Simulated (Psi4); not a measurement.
# Single-point calculation of C2H5AlN2

System: C2H5AlN2, SMILES C#[C][Al]([NH2])[NH2].
Method: PBE/aug-cc-pVDZ, RKS (Psi4 1.11).

The geometry comes from this level: PBE0-D4/def2-TZVP.

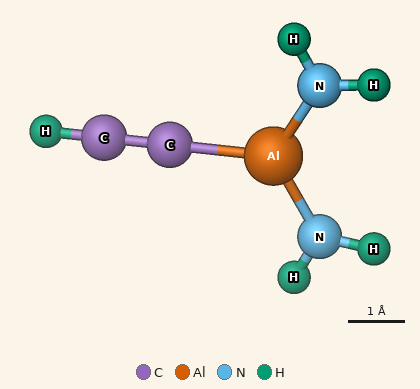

**Figure 1.** The structure as given in the input (ball-and-stick view, seen at a tilt). Sticks mark near contacts.

### Input file (job.dat)
```
memory 1600 MB

molecule {
  0 1
  C     -2.368100     1.221100     0.873300
  C     -1.345900     0.693600     0.497800
  Al     0.265700    -0.138000    -0.094200
  N      0.247600    -1.861100    -0.467000
  N      1.722400     0.842900    -0.249900
  H     -3.269100     1.686000     1.204200
  H      1.027400    -2.410800    -0.785900
  H     -0.574800    -2.435200    -0.383700
  H      1.750000     1.827100    -0.041300
  H      2.627700     0.523400    -0.550300
  units angstrom
  symmetry c1
}

set {
  basis                     aug-cc-pVDZ
  scf_type                  df
  orbital_optimizer_package ooo
}

e, wfn = energy("pbe", return_wfn=True)
```

Command:
```bash
psi4 -i job.dat -o job.out -n 1
```

### Output
```
Psi4 1.11 release

   => Loading Basis Set <=

    Name: AUG-CC-PVDZ
    Role: ORBITAL
    Keyword: BASIS

         ---------------------------------------------------------
                                   SCF
                              RKS Reference
                        1 Threads,   1525 MiB Core
         ---------------------------------------------------------

  ==> Geometry <==

    Molecular point group: c1
    Full point group: C1

    Geometry (in Angstrom), charge = 0, multiplicity = 1:

       Center              X                  Y                   Z               Mass
    ------------   -----------------  -----------------  -----------------  -----------------
         C           -2.270041620575     1.171363692226     0.833891426632    12.000000000000
         C           -1.247841620575     0.643863692226     0.458391426632    12.000000000000
         AL           0.363758379425    -0.187736307774    -0.133608573368    26.981538530000
         N            0.345658379425    -1.910836307774    -0.506408573368    14.003074004430
         N            1.820458379425     0.793163692226    -0.289308573368    14.003074004430
         H           -3.171041620575     1.636263692226     1.164791426632     1.007825032230
         H            1.125458379425    -2.460536307774    -0.825308573368     1.007825032230
         H           -0.476741620575    -2.484936307774    -0.423108573368     1.007825032230
         H            1.848058379425     1.777363692226    -0.080708573368     1.007825032230
         H            2.725758379425     0.473663692226    -0.589708573368     1.007825032230

  Running in c1 symmetry.

  Rotational constants: A =      0.19986  B =      0.08879  C =      0.06148 [cm^-1]
  Rotational constants: A =   5991.78562  B =   2661.82395  C =   1843.05501 [MHz]
  Nuclear repulsion =  183.107231259528220

  Charge       = 0
  Multiplicity = 1
  Electrons    = 44
  Nalpha       = 22
  Nbeta        = 22

  ==> Algorithm <==

  SCF Algorithm Type is DF.
  DIIS enabled.
  MOM disabled.
  Fractional occupation disabled.
  Guess Type is SAD.
  Energy threshold   = 1.00e-06
  Density threshold  = 1.00e-06
  Integral threshold = 1.00e-12

  ==> Primary Basis <==

  Basis Set: AUG-CC-PVDZ
    Blend: AUG-CC-PVDZ
    Number of shells: 72
    Number of basis functions: 164
    Number of Cartesian functions: 174
    Spherical Harmonics?: true
    Max angular momentum: 2

  ==> DFT Potential <==

   => LibXC <=

    Version 7.1.2

   => Composite Functional: PBE <=

    PBE GGA Exchange-Correlation Functional

    Deriv               =              1
    GGA                 =           TRUE
    Meta                =          FALSE

    Exchange Hybrid     =          FALSE
    MP2 Hybrid          =          FALSE

   => Exchange Functionals <=

    1.0000     XC_GGA_X_PBE

   => Correlation Functionals <=

    1.0000     XC_GGA_C_PBE

   => LibXC Density Thresholds  <==

    XC_GGA_C_PBE:  1.00E-12
    XC_GGA_X_PBE:  1.00E-15

   => Molecular Quadrature <=

    Radial Scheme          =       TREUTLER
    Pruning Scheme         =           NONE
    Nuclear Scheme         =       TREUTLER

    Blocking Scheme        =         OCTREE
    BS radius alpha        =              1
    Pruning alpha          =              1
    Radial Points          =             75
    Spherical Points       =            302
    Total Points           =         217844
    Total Blocks           =           1686
    Max Points             =            256
    Max Functions          =            164
    Weights Tolerance      =       1.00E-15

   => Loading Basis Set <=

    Name: (AUG-CC-PVDZ AUX)
    Role: JKFIT
    Keyword: DF_BASIS_SCF

  ==> Integral Setup <==

  DFHelper Memory: AOs need 0.133 GiB; user supplied 0.243 GiB.
  SCF_SUBTYPE=INCORE selected. In-core MEM_DF algorithm will be used.
  Using in-core AOs.

  ==> MemDFJK: Density-Fitted J/K Matrices <==

    J tasked:                   Yes
    K tasked:                    No
    wK tasked:                   No
    Memory [MiB]:               248
    Algorithm:                 Core
    Schwarz Cutoff:           1E-12
    Mask sparsity (%):       1.0187
    Fitting Condition:        1E-10

   => Auxiliary Basis Set <=

  Basis Set: (AUG-CC-PVDZ AUX)
    Blend: AUG-CC-PVDZ-JKFIT
    Number of shells: 212
    Number of basis functions: 632
    Number of Cartesian functions: 729
    Spherical Harmonics?: true
    Max angular momentum: 3

  Cached 100.0% of DFT collocation blocks in 0.875 [GiB].

  Minimum eigenvalue in the overlap matrix is 9.1177956589E-06.
  Reciprocal condition number of the overlap matrix is 9.1039551821E-07.
    Using symmetric orthogonalization.

  ==> Pre-Iterations <==

  SCF Guess: Superposition of Atomic Densities via on-the-fly atomic UHF (no occupation information).

   -------------------------
    Irrep   Nso     Nmo
   -------------------------
     A        164     164
   -------------------------
    Total     164     164
   -------------------------

  ==> Iterations <==

                           Total Energy        Delta E     RMS |[F,P]|

   @DF-RKS iter SAD:  -429.73290646495940   -4.29733e+02   0.00000e+00
   @DF-RKS iter   1:  -429.65436243717579   -4.29654e+02   9.49493e-03 ADIIS+DIIS
   @DF-RKS iter   2:  -429.65436243717579    0.00000e+00   1.65288e-02 EDIIS+DIIS
   @DF-RKS iter   3:  -430.42618056077595   -7.71818e-01   4.41618e-03 EDIIS+DIIS
   @DF-RKS iter   4:  -430.60765627117678   -1.81476e-01   3.86917e-03 ADIIS+DIIS
   @DF-RKS iter   5:  -430.77753653622369   -1.69880e-01   1.75265e-03 ADIIS+DIIS
   @DF-RKS iter   6:  -430.81279196675729   -3.52554e-02   7.27716e-04 ADIIS+DIIS
   @DF-RKS iter   7:  -430.82055022812983   -7.75826e-03   1.03704e-04 ADIIS+DIIS
   @DF-RKS iter   8:  -430.82072954464144   -1.79317e-04   2.46774e-05 DIIS
   @DF-RKS iter   9:  -430.82072954464144    0.00000e+00   2.90110e-05 DIIS
   @DF-RKS iter  10:  -430.82073965609072   -1.01114e-05   3.76056e-06 DIIS
   @DF-RKS iter  11:  -430.82073981920951   -1.63119e-07   1.12584e-06 DIIS
   @DF-RKS iter  12:  -430.82073983753156   -1.83221e-08   3.43049e-07 Converged
  Energy and wave function converged.

  ==> Post-Iterations <==

   Electrons on quadrature grid:
      Ntotal   =   44.0000116968 ; deviation = 1.170e-05

    Orbital Energies [Eh]
    ---------------------

    Doubly Occupied:

       1A    -55.390496     2A    -13.969726     3A    -13.969721
       4A     -9.894622     5A     -9.875604     6A     -3.927824
       7A     -2.534112     8A     -2.529381     9A     -2.528894
      10A     -0.756355    11A     -0.748199    12A     -0.666425
      13A     -0.483743    14A     -0.433382    15A     -0.424870
      16A     -0.411340    17A     -0.341483    18A     -0.330374
      19A     -0.256515    20A     -0.250291    21A     -0.230081
      22A     -0.209259

    Virtual:

      23A     -0.040851    24A     -0.037301    25A     -0.025122
      26A     -0.001076    27A      0.001122    28A      0.011647
      29A      0.014743    30A      0.028200    31A      0.032951
      32A      0.050136    33A      0.053636    34A      0.055048
      35A      0.058524    36A      0.075485    37A      0.076691
      38A      0.081526    39A      0.086962    40A      0.101123
      41A      0.105151    42A      0.115866    43A      0.117115
      44A      0.120693    45A      0.124451    46A      0.130072
      47A      0.133006    48A      0.133409    49A      0.148819
      50A      0.156850    51A      0.159965    52A      0.163290
      53A      0.179128    54A      0.183636    55A      0.196176
      56A      0.218617    57A      0.219451    58A      0.234904
      59A      0.269631    60A      0.291294    61A      0.291402
      62A      0.308955    63A      0.321634    64A      0.328696
      65A      0.337442    66A      0.341279    67A      0.341828
      68A      0.349177    69A      0.354899    70A      0.359643
      71A      0.360327    72A      0.378478    73A      0.384995
      74A      0.395660    75A      0.395959    76A      0.396494
      77A      0.399565    78A      0.404657    79A      0.426971
      80A      0.437244    81A      0.460839    82A      0.472270
      83A      0.505185    84A      0.506757    85A      0.534468
      86A      0.540234    87A      0.540356    88A      0.573475
      89A      0.600798    90A      0.603906    91A      0.609148
      92A      0.615115    93A      0.624279    94A      0.644628
      95A      0.667515    96A      0.668513    97A      0.687342
      98A      0.692049    99A      0.702106   100A      0.719127
     101A      0.719740   102A      0.737678   103A      0.757950
     104A      0.785330   105A      0.847749   106A      0.865634
     107A      0.868022   108A      0.888442   109A      0.919781
     110A      0.985356   111A      0.996478   112A      1.044356
     113A      1.054527   114A      1.068505   115A      1.079328
     116A      1.093081   117A      1.114402   118A      1.156904
     119A      1.203994   120A      1.326117   121A      1.334291
     122A      1.351620   123A      1.411240   124A      1.437743
     125A      1.463454   126A      1.509142   127A      1.605826
     128A      1.621529   129A      1.671884   130A      1.686629
     131A      1.694278   132A      1.713030   133A      1.722785
     134A      1.754430   135A      1.792707   136A      1.863650
     137A      1.879605   138A      1.943729   139A      1.966473
     140A      2.007968   141A      2.058542   142A      2.073685
     143A      2.082433   144A      2.142759   145A      2.179783
     146A      2.216464   147A      2.222336   148A      2.225603
     149A      2.237431   150A      2.291123   151A      2.320367
     152A      2.333778   153A      2.335619   154A      2.381963
     155A      2.391886   156A      2.415619   157A      2.450090
     158A      2.622512   159A      2.672054   160A      2.885810
     161A      2.915511   162A      3.100651   163A      3.133342
     164A      3.510244

    Final Occupation by Irrep:
              A
    DOCC [    22 ]
    NA   [    22 ]
    NB   [    22 ]

  @DF-RKS Final Energy:  -430.82073983753571

   => Energetics <=

    Nuclear Repulsion Energy =            183.1072312595282199
    One-Electron Energy =                -955.5779448753343104
    Two-Electron Energy =                 386.4770872732499924
    DFT Exchange-Correlation Energy =     -44.8271134949796632
    Empirical Dispersion Energy =           0.0000000000000000
    VV10 Nonlocal Energy =                  0.0000000000000000
    Total Energy =                       -430.8207398375357116

Computation Completed

Properties will be evaluated at   0.000000,   0.000000,   0.000000 [a0]

Properties computed using the SCF density matrix

 Multipole Moments:

 ------------------------------------------------------------------------------------
     Multipole            Electronic (a.u.)      Nuclear  (a.u.)        Total (a.u.)
 ------------------------------------------------------------------------------------

 L = 1.  Multiply by 2.5417464519 to convert [e a0] to [Debye]
 Dipole X            :         -1.2854230            1.5795629            0.2941400
 Dipole Y            :          0.6628763           -0.8146563           -0.1517799
 Dipole Z            :          0.4724429           -0.5806698           -0.1082269
 Magnitude           :                                                    0.3482363

 ------------------------------------------------------------------------------------

	total time  =         16 seconds =       0.27 minutes

    Psi4 run time: 0:00:16.46
```

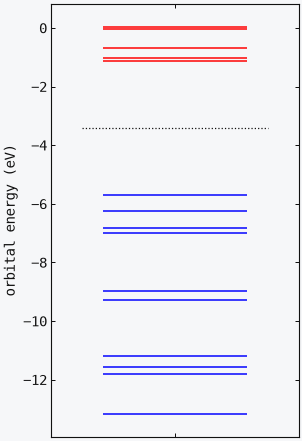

**Figure 2.** Orbital energies near the frontier; the dotted line parts filled from empty levels, and levels within 0.02 eV of each other stand side by side. Highest filled −5.69 eV, lowest empty −1.11 eV, 4.58 eV apart.

### Key numbers

| quantity | value |
| --- | --- |
| outcome | converged |
| total energy | −430.820740 hartree |
| basis functions | 164 |
| HOMO | −5.69 eV |
| LUMO | −1.11 eV |
| dipole moment | 0.89 D |
| hardware | 1 thread of Intel Xeon (Sapphire Rapids), 16 GiB of memory available, shared host |
| wall time | 18 s |
| peak memory | 1.3 GiB |
